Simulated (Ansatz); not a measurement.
CH₂AlNO (SMILES O=C=[N][AlH2])

Input file:

```
crystal:
  periodic: [false, false, false]
  atoms:
    - { symbol: O, position_ang: [1.6334, -1.6115, 1.5383] }
    - { symbol: C, position_ang: [0.9508, -1.2279, 0.517] }
    - { symbol: "N", position_ang: [0.2751, -0.8733, -0.5309] }
    - { symbol: Al, position_ang: [-0.6132, 0.7663, -0.5199] }
    - { symbol: H, position_ang: [-0.47562, 1.72434, 0.80576] }
    - { symbol: H, position_ang: [-1.3473, 1.3642, -1.81526] }
basis:
  gaussian: { orbitals: def2-SVP }
hamiltonian:
  xc: blyp
  dispersion: d4
relax:
  f_tol: 0.015
  max_steps: 40
output:
  orbitals: {}
```

Command:

```sh
ansatz run input.yaml --threads 1 --pin off --max-ram 2048MiB --backend cpu --events-out ev --progress --plain --runs-dir out
```

The fields are those of the relaxed geometry.

The calculation used RKS BLYP-D4/def2-SVP in Ansatz 0.2.0.

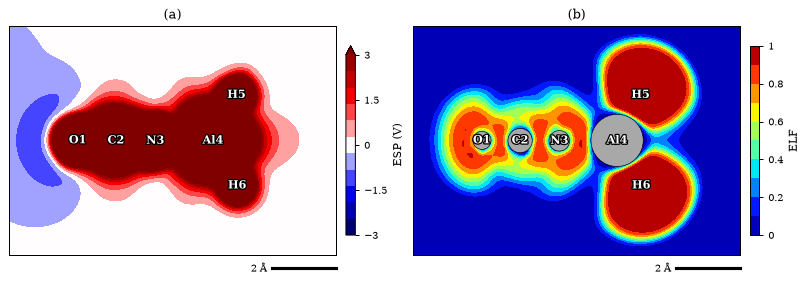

Figure 1. (a) electrostatic potential; (b) ELF on the molecular plane. Grey discs cover the atomic cores in the ELF map.

What does the map show?

Answer. The plane passes through O, C, N, Al and H nuclei. C–O (1.18 Å): the ELF peaks at about 0.85 between the atoms; a multiple bond. C–N (1.22 Å): the ELF peaks at about 0.85 between the atoms; a short, multiple covalent bond. Al–N (1.79 Å): the ELF peaks at about 0.90 in the valence shell of N, 0.7 Å from its nucleus, and is about 0.50 at the midpoint. Al–H (1.58 Å): the ELF climbs to about 1 towards the hydrogen. The ELF also peaks beside O1, away from the bonds: lone-pair regions. Outside the dense part of the molecule the potential is most negative (−1.2 V) near O1.

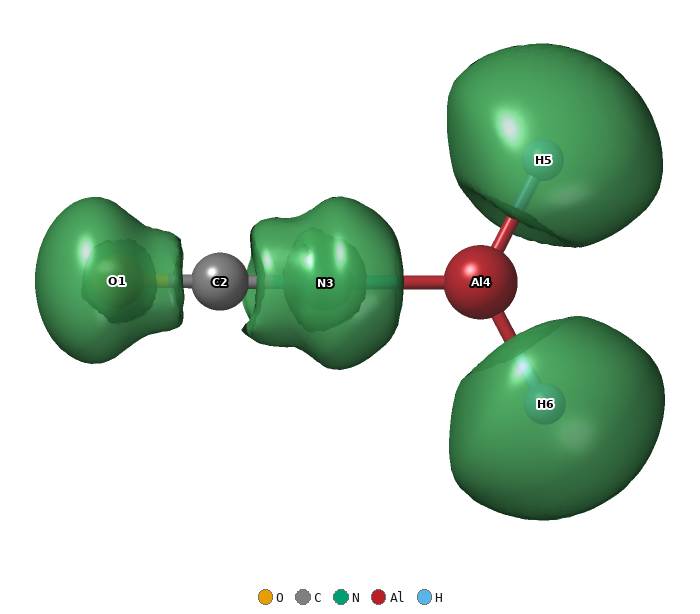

Figure 2. Isosurface of the electron localisation function at 0.75 (green), seen across its widest extent. Core shells and regions of very low density are left out.

Identify the bonds, lone pairs and shells in this picture.

Answer. The ELF exceeds this value in two regions around hydrogen nuclei, one region on N in which the atom's valence shell and bonds are merged and one region on O in which the atom's valence shell and bonds are merged.

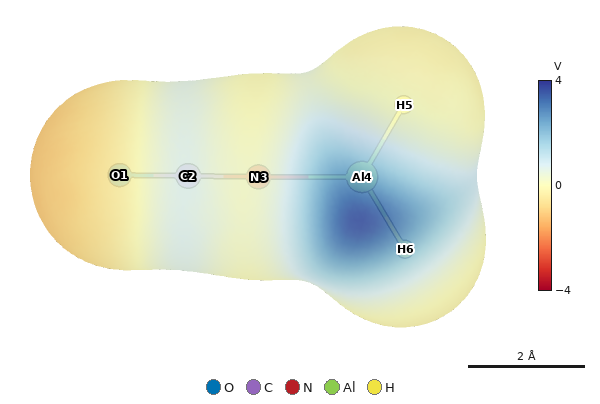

Figure 3. The electrostatic potential painted on the density surface at 0.002 e/bohr³, seen at a tilt; the colour scale runs from red (negative) to blue (positive).

Where is the surface potential most negative and most positive?

Answer. The most negative region (about −1.1 V) lies over O1, the most positive (about +3.5 V) over Al4. O1 is the likeliest acceptor of a hydrogen bond.

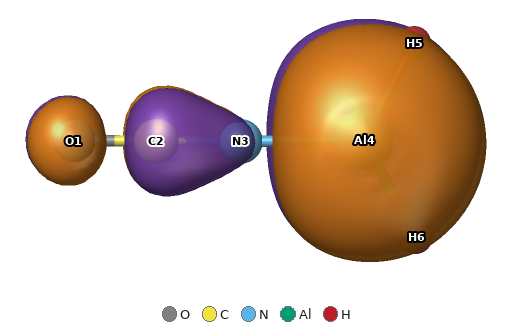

Figure 4. The LUMO at ±0.08 Å⁻³ᐟ² (orange and purple are the two phases), seen across its widest extent.

What is the character of this orbital?

Answer. By Hirshfeld shares it lies mainly on Al4 (about 75 %) and C2 (about 5 %); it changes sign across the molecular plane (π type). Its energy is −2.34 eV.
